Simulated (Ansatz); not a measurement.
## Fields on a plane of FeNi3 (Cu3Au type)

```xyz
4
Lattice="3.5443 0.0000 0.0000 0.0000 3.5443 0.0000 0.0000 0.0000 3.5443" Properties=species:S:1:pos:R:3 pbc="T T T"
Ni     0.0000     1.7721     1.7721
Ni     1.7721     1.7721     0.0000
Ni     1.7721     0.0000     1.7721
Fe     0.0000     0.0000     0.0000
```

The slice is a {210} plane (indices of the conventional cell) through the point (0.500, 0.500, 0.000) (fractional), spanned by u = [100] and v = [021] in vectors of this cell: u (3.54 Å) and v (7.93 Å, at 90° to u). It covers one period; positions are fractions (u, v).

Atoms on it: Ni at (0.50, 0.50); Ni at (0.00, 0.00). Other atoms lie within 1 Å of the plane.

Method: PBE (plane waves to 420 eV, PAW, scalar-relativistic; Ansatz, a quantum-chemistry and plane-wave program). k mesh 13×13×13. Near the nuclei the fields are pseudised (PAW); where an atom keeps semicore shells as valence, they peak there. FeNi3 was relaxed with its symmetry unable to fall. Relaxed FeNi3 ends ferromagnetic. Other magnetic orders were not checked, so this need not be the ground state.

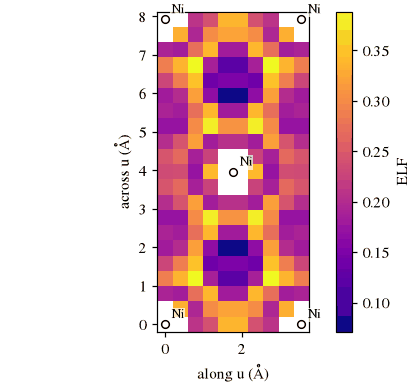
*ELF of the down spins, one period of the plane, atoms marked. Points within 0.5 Å of a nucleus are left white, as the pseudised field means little there.*

```
|x@:+##+:@|
|-:=#..#=:|
|+#@....@#|
|-+# -- #+|
|::+.  .+:|
|-:=#..#=:|
|..*@**@*.|
|:=#.--.#=|
|++.+xx+.+|
|==.@xx@.=|
|++.+xx+.+|
|:=#.--.#=|
|..*@**@*.|
|-:=#..#=:|
|::+.  .+:|
|-+# -- #+|
|+#@....@#|
|-:=#..#=:|
|x@:+##+:@|
|xx--##--x|
```
Scale: ten equal steps from 0.15 (start of ' ') to 0.33 (end of '@'), in the order ' .:-=+*#%@'. Values: electron localisation function (ELF). The map has 9 points along u (one character each, u = 0 at the left) and 20 along v (v = 0 in the bottom row). Points within 0.5 Å of a nucleus are blanked (x), as the pseudised field means little there.
